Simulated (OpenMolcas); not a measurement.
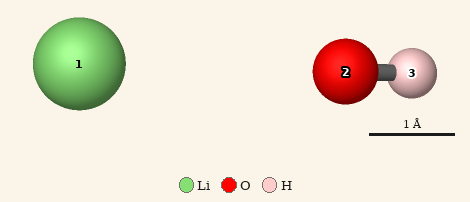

Figure 1. The structure (ball-and-stick view, seen at a tilt; atoms are numbered from 1 in the order of the input). Sticks mark near contacts.

**Run report: LiHO, single-point calculation**

The run: single-point calculation of LiHO. Method and program: r2SCAN/STO-3G, RKS (OpenMolcas 26.06).

A bond length was changed on purpose from its optimised value.

### The input
```
>>> EXPORT MOLCAS_PRINT=2

&GATEWAY
 BASLIB = $CurrDir
 COORD
 3
 angstrom
 Li       2.568981       1.985795       1.600028
 O       -0.135800      -0.106190      -0.084710
 H       -0.810320      -0.624420      -0.504480
 BASIS = STO-3G
 GROUP = NoSym

&SEWARD
 GRIDINPUT
 Grid=UltraFine
 End of Grid

&SCF
 KSDFT = 2
 1.0 MGGA_X_R2SCAN
 1.0 MGGA_C_R2SCAN
 THRESHOLDS = 1e-10 1e-07 1e-07 1e-05
 PRORBITALS = 1 1
```

Machine: 1 thread of Arm Neoverse V1, 24 GiB of memory available, shared host.

Launched with:
```bash
export MOLCAS_MEM=1860
pymolcas mol.inp > mol.log
```

### Output
```
--- Start Module: gateway ---

                                              &GATEWAY

                       available to each process: 1.9 GB of memory, 1 thread

 Basis Set     1 Label: LI.STO-3G
 Basis set is read from library:.
 basistype.tbl is not found

 Basis Set     2 Label: O.STO-3G
 Basis set is read from library:.
 basistype.tbl is not found

 Basis Set     3 Label: H.STO-3G
 Basis set is read from library:.
 basistype.tbl is not found

++    Symmetry information:
      ---------------------

                    Character Table for C1

                             E
                    a        1  x, y, xy, Rz, z, xz, Ry, yz, Rx, I
--

++    Basis set information:
      ----------------------

      Basis set label: LI.STO-3G.........

      Electronic valence basis set:
      ------------------
      Associated Effective Charge   3.000000 au
      Associated Actual Charge      3.000000 au
      Nuclear Model: Point charge

      Shell  nPrim  nBasis  Cartesian Spherical Contaminant
         s       6       2        X
         p       3       1        X

      Basis set label: O.STO-3G.........

      Electronic valence basis set:
      ------------------
      Associated Effective Charge   8.000000 au
      Associated Actual Charge      8.000000 au
      Nuclear Model: Point charge

      Shell  nPrim  nBasis  Cartesian Spherical Contaminant
         s       6       2        X
         p       3       1        X

      Basis set label: H.STO-3G.........

      Electronic valence basis set:
      ------------------
      Associated Effective Charge   1.000000 au
      Associated Actual Charge      1.000000 au
      Nuclear Model: Point charge

      Shell  nPrim  nBasis  Cartesian Spherical Contaminant
         s       3       1        X
--

++    Molecular structure info:
      -------------------------

                    ************************************************
                    **** Cartesian Coordinates / bohr, angstrom ****
                    ************************************************

     Center  Label                x              y              z                     x              y              z
        1      LI1              4.854671       3.752609       3.023615              2.568981       1.985795       1.600028
        2      O2              -0.256625      -0.200670      -0.160079             -0.135800      -0.106190      -0.084710
        3      H3              -1.531283      -1.179983      -0.953329             -0.810320      -0.624420      -0.504480

                    ***************************************
                    *    InterNuclear Distances / bohr    *
                    ***************************************

               1 LI1           2 O2            3 H3
    1 LI1      0.000000
    2 O2       7.203448        0.000000
    3 H3       8.995940        1.792499        0.000000

                    *******************************************
                    *    InterNuclear Distances / angstrom    *
                    *******************************************

               1 LI1           2 O2            3 H3
    1 LI1      0.000000
    2 O2       3.811900        0.000000
    3 H3       4.760447        0.948550        0.000000
--

            Nuclear Potential Energy              8.12826464 au

--- Stop Module: gateway /rc=_RC_ALL_IS_WELL_ ---

--- Start Module: seward ---

                                              &SEWARD

                       available to each process: 1.9 GB of memory, 1 thread

               SEWARD will generate:
                  Multipole Moment integrals up to order  2
                  Kinetic Energy integrals
                  Nuclear Attraction integrals (point charge)
                  One-Electron Hamiltonian integrals
                  Velocity integrals
                  Orbital angular momentum around (  1.1829   0.9130   0.7366 )
                  Velocity quadrupole around (  1.1829   0.9130   0.7366 )
                  Two-Electron Repulsion integrals

                   Integrals are discarded if absolute value <: 1.00E-14
                   Integral cutoff threshold is set to       <: 1.00E-16

            Nuclear Potential Energy              8.12826464 au

      Basis set specifications :
      Symmetry species         a
      Basis functions           11

--- Stop Module: seward /rc=_RC_ALL_IS_WELL_ ---

--- Start Module: scf ---

                                                &SCF

                       available to each process: 1.9 GB of memory, 1 thread

 ###############################################################################
 ###     Minimized-density-differences option turned off!                    ###
 ###############################################################################
++    Input section:
      --------------

      Header of the integral files:

      Cartesian coordinates in angstrom:
      -----------------------------------------------------
      No.  Label        X            Y            Z
      -----------------------------------------------------
       1   LI1        2.56898100   1.98579500   1.60002800
       2   O2        -0.13580000  -0.10619000  -0.08471000
       3   H3        -0.81032000  -0.62442000  -0.50448000
      -----------------------------------------------------
      Nuclear repulsion energy =    8.12826464
--

++    Orbital specifications:
      -----------------------

      Symmetry species               1
                                     a
      Frozen orbitals                0
      Occupied orbitals              6
      Secondary orbitals             5
      Deleted orbitals               0
      Total number of orbitals      11
      Number of basis functions     11
--

      Molecular charge                           0.000

      Numerical integration parameters
      --------------------------------
      Radial quadrature type:                         MHL
      Size of radial grid:                            99
      Lebedev angular grid:                           41
      Angular grid pruned with the crowding factor:  1.00E+10
                                 and fading factor:  1.00E+01
      Screening threshold for integral computation:   1.00E-11
      Radial quadrature accuracy:                     1.00E-25
      Maximum batch size:                             128
      AO values are stored on disk
      The same grid will be used for all iterations.

      DFT functional specifications
      -----------------------------
      Using Libxc version: 6.2.2
      Please cite the following reference:
      S. Lehtola, C. Steigemann, M. J.T. Oliveira, and M. A.L. Marques.,  SoftwareX 7, 1–5 (2018) doi:10.1016/j.softx.2017.11.002

++    Optimization specifications:
      ----------------------------

      SCF Algorithm: Conventional
      D(i)-D(i-1) density differences are used
      Number of density matrices in core                 5
      Maximum number of NDDO SCF iterations            400
      Maximum number of HF SCF iterations              400
      Threshold for SCF energy change             1.00E-10
      Threshold for density matrix                1.00E-07
      Threshold for Fock matrix                   1.00E-07
      Threshold for linear dependence             1.00E-09
      Threshold at which DIIS is turned on        1.50E-01
      Maximum depth in the DIIS procedure                5
      Maximum depth in the BFGS Hessian update          30
      Threshold at which QNR/C2DIIS is turned on  7.50E-02
      Threshold for Norm(delta) (QNR/C2DIIS)      1.00E-05
      All orbitals punched on: SCFORB
--

      Input vectors read from INPORB
      Orbital file label: *Guess orbitals

++ Convergence information
                                   [...]      iterations: Energy and convergence statistics

Iter     Tot. [...]      One-elec.       Two-elec.     Energy      Max Dij or  Max Fij      DNorm      TNorm      AccCon     Time
         Energy          Energy          Energy        Change      Delta Norm                                                in Sec.
   1   -81.526637795  -146.744277585    57.089375150   0.00E+00    2.64E-01*   2.53E-01*    5.01E+00   2.74E+01   None         0.
   2   -71.271129558  -111.116201185    31.716806987   1.03E+01*   5.47E-01*   7.95E-02*    5.59E+00   1.84E+01   EDIIS        0.
   3   -80.985795539  -131.515746399    42.401686220  -9.71E+00*   2.16E-01*   5.62E-02*    3.66E+00   2.33E+01   EDIIS        0.
   4   -81.674407268  -145.686939372    55.884267464  -6.89E-01*   1.80E-01*   2.52E-02*    1.55E+00   2.71E+01   EDIIS        0.
   5   -81.669221886  -145.799635156    56.002148631   5.19E-03*   2.06E-01*   6.64E-03*    1.23E+00   2.72E+01   EDIIS        0.
   6   -81.675612754  -145.722583548    55.918706155  -6.39E-03*   2.06E-01*   1.73E-03*    1.22E+00   2.72E+01   EDIIS        0.
   7   -81.678459404  -145.695791718    55.889067674  -2.85E-03*   4.45E-01*   4.53E-04*    1.22E+00   2.71E+01   EDIIS        0.
   8   -81.852672967  -143.443044192    53.462106585  -1.74E-01*   9.36E-01*   1.29E-01*    1.83E+00   2.65E+01   EDIIS        0.
   9   -75.382273404  -117.366602443    33.856064399   6.47E+00*   5.03E-01*   1.02E-01*    5.00E+00   1.98E+01   EDIIS        0.
  10   -81.014430245  -131.734598646    42.591903761  -5.63E+00*   1.66E-01*   3.00E-02*    3.59E+00   2.34E+01   EDIIS        0.
  11   -81.440624414  -134.160874404    44.591985350  -4.26E-01*   4.76E-02*   1.01E-03*    2.81E+00   2.40E+01   EDIIS        0.
  12   -81.442435740  -134.175498354    44.604797974  -1.81E-03*   2.93E-01*   9.97E-02*    2.54E+00   2.40E+01   c2DIIS       0.
  13   -81.502479772  -134.899570830    45.268826419  -6.00E-02*   4.49E-02*   3.50E-02*    1.05E+00   2.42E+01   c2DIIS       0.
  14   -81.515716626  -135.164452103    45.520470837  -1.32E-02*   2.71E-01*   3.07E-02*    1.67E-01   2.43E+01   QNRc2DIIS    0.
  15   -81.520775775  -135.804781853    46.155741438  -5.06E-03*   1.29E-01*   2.54E-02*    1.18E+00   2.45E+01   QNRc2DIIS    0.
  16   -81.533607743  -135.737239432    46.075367050  -1.28E-02*   1.04E-01*   2.20E-02*    6.59E-01   2.45E+01   QNRc2DIIS    0.
  17   -81.541094682  -135.819205800    46.149846478  -7.49E-03*   2.56E-01*   1.72E-02*    6.60E-01   2.45E+01   QNRc2DIIS    0.
  18   -81.524786728  -136.906239732    47.253188365   1.63E-02*   2.38E-01*   6.74E-02*    1.70E+00   2.48E+01   QNRc2DIIS    0.
  19   -81.542590482  -135.930532919    46.259677798  -1.78E-02*   2.65E-02*   1.48E-02*    1.59E+00   2.45E+01   QNRc2DIIS    0.
  20   -81.543931463  -136.018681755    46.346485652  -1.34E-03*   1.71E-04*   1.04E-02*    1.79E-01   2.46E+01   QNRc2DIIS    0.
  21   -81.543934075  -136.018790939    46.346592224  -2.61E-06*   2.01E-02*   1.04E-02*    8.36E-04   2.46E+01   QNRc2DIIS    0.
  22   -81.544603232  -136.091135036    46.418267164  -6.69E-04*   4.53E-03*   6.16E-03*    1.37E-01   2.46E+01   QNRc2DIIS    0.
  23   -81.544705519  -136.107534573    46.434564415  -1.02E-04*   2.38E-02*   5.13E-03*    3.05E-02   2.46E+01   QNRc2DIIS    0.
  24   -81.544915713  -136.198915249    46.525734896  -2.10E-04*   4.56E-03*   8.82E-04*    1.61E-01   2.46E+01   QNRc2DIIS    0.
  25   -81.544920794  -136.181015032    46.507829599  -5.08E-06*   1.22E-03*   3.42E-04*    3.09E-02   2.46E+01   QNRc2DIIS    0.
  26   -81.544921373  -136.185447485    46.512261472  -5.79E-07*   4.31E-04*   4.59E-05*    7.94E-03   2.46E+01   QNRc2DIIS    0.
  27   -81.544921358  -136.187036478    46.513850480   1.47E-08*   2.41E-04*   6.75E-05*    2.84E-03   2.46E+01   QNRc2DIIS    0.
  28   -81.544921392  -136.186098474    46.512912442  -3.41E-08*   1.21E-05*   3.33E-06*    1.63E-03   2.46E+01   QNRc2DIIS    0.
  29   -81.544921392  -136.186051420    46.512865388  -8.37E-11    9.83E-07    2.93E-07*    8.12E-05   2.46E+01   QNRc2DIIS    0.
  30   -81.544921392  -136.186049305    46.512863273  -3.55E-13    2.35E-07    5.48E-08     5.13E-06   2.46E+01   QNRc2DIIS    0.

       Convergence after  30 Iterations
--

 *****************************************************************************************************************************
 *                                             SCF/KS-DFT Program, Final results                                             *
 *                                                       Final Results                                                       *
 *****************************************************************************************************************************

::    Total KS-DFT energy                             -81.5449213925
      One-electron energy                            -136.1860493050
      Two-electron energy                              46.5128632730
      Nuclear repulsion energy                          8.1282646396
      Kinetic energy (interpolated)                    80.3127356465
      Virial theorem                                    1.0153423456
      Total spin, S(S+1)                                0.0000000000
      Total spin, S                                     0.0000000000
      Max non-diagonal density matrix element           0.0000000461
      Max non-diagonal Fock matrix element              0.0000000274

      All orbitals with orbital energies smaller than  E(LUMO)+0.5 are printed

++    Molecular orbitals:
      -------------------

      Title: RKS-DFT orbitals

      Molecular orbitals for symmetry species 1: a

          Orbital            1         2         3         4         5         6         7         8         9        10
          Energy          -19.3164   -1.6160   -1.2627   -0.6766   -0.5577   -0.5379    0.0237    0.0548    0.1278    0.1285
          Occ. No.          2.0000    2.0000    2.0000    2.0000    2.0000    2.0000    0.0000    0.0000    0.0000    0.0000

          Orbital           11
          Energy            0.1289
          Occ. No.          0.0000

--

++    Molecular charges:
      ------------------

      Mulliken charges per centre and basis function type
      ---------------------------------------------------

                LI1     O2      H3
      1s       2.0010  3.9638  0.5383
      2px      0.0010  1.7446  0.0000
      2pz      0.0005  1.9010  0.0000
      2py      0.0007  1.8492  0.0000
      Total    2.0031  9.4586  0.5383

      N-E      0.9969 -1.4586  0.4617

      Total electronic charge=   12.000000

      Total            charge=   -0.000000
--

++    Molecular properties:
      ---------------------

      Charge (e):
                      =   -0.0000
      Dipole Moment (debye):
      Origin of the operator (angstrom)=    0.6260    0.4831    0.3898
                   X=  1.1280E+01               Y=  8.7333E+00               Z=  7.0271E+00           Total=  1.5903E+01
      Quadrupole Moment (debye*angstrom):
      Origin of the operator (angstrom)=    0.6260    0.4831    0.3898
                  XX=  1.3073E+01              XY=  1.4805E+01              XZ=  1.1933E+01              YY=  5.3517E+00
                  YZ=  9.2203E+00              ZZ=  1.3442E+00
      In traceless form (debye*angstrom)
                  XX=  9.7248E+00              XY=  2.2207E+01              XZ=  1.7899E+01              YY= -1.8568E+00
                  YZ=  1.3830E+01              ZZ= -7.8681E+00
--

--- Stop Module: scf /rc=_RC_ALL_IS_WELL_ ---
--- Module scf spent 5 seconds ---

.##################.
.# Happy landing! #.
.##################.

    Timing: Wall=6.73 User=5.12 System=1.50
```

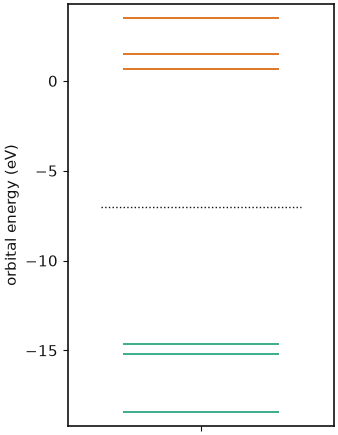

Figure 2. Orbital energies near the frontier; the dotted line parts filled from empty levels, and levels within 0.02 eV of each other stand side by side. Highest filled −14.64 eV, lowest empty 0.65 eV, 15.29 eV apart.

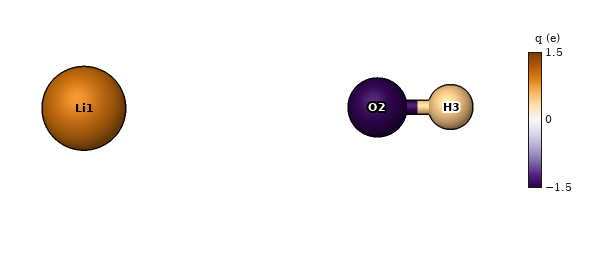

Figure 3. Mulliken charges, as the colour of each atom (ball-and-stick view, seen on its broad side; atoms are numbered from 1 in the order of the input). By element: Li +1.00, O −1.46 and H +0.46 e.

### Key numbers

```json
{"quantity": "outcome", "value": "converged"}
{"quantity": "total energy", "value": "−81.544921 hartree"}
{"quantity": "basis functions", "value": "11"}
{"quantity": "HOMO", "value": "−14.64 eV"}
{"quantity": "LUMO", "value": "0.65 eV"}
{"quantity": "dipole moment", "value": "15.90 debye"}
{"quantity": "wall time", "value": "7.2 s"}
{"quantity": "peak memory", "value": "0.37 GiB"}
```
